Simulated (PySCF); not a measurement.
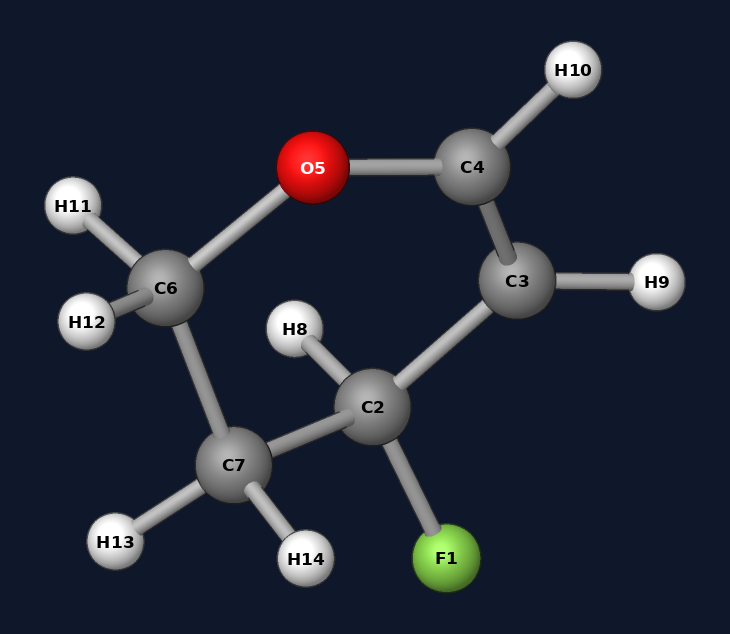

The questions are on Mulliken spin populations. Charge +1, doublet. The computed structure is the end point of a GFN2-xTB optimisation. No frequency run is at hand to confirm it as a minimum. Level of theory: UKS B3LYP, pcH-1 on C F H O, non-relativistic (PySCF 2.14.0).

List the Mulliken spin populations.

| atom | value (e) |
| --- | --- |
| F1 | 0.01 |
| C2 | −0.04 |
| C3 | 0.60 |
| C4 | 0.11 |
| O5 | 0.24 |
| C6 | −0.01 |
| C7 | 0.04 |
| H8 | 0.05 |
| H9 | −0.02 |
| H10 | −0.01 |
| H11 | 0.02 |
| H12 | 0.00 |
| H13 | 0.00 |
| H14 | 0.00 |

Mulliken values depend strongly on the basis set.
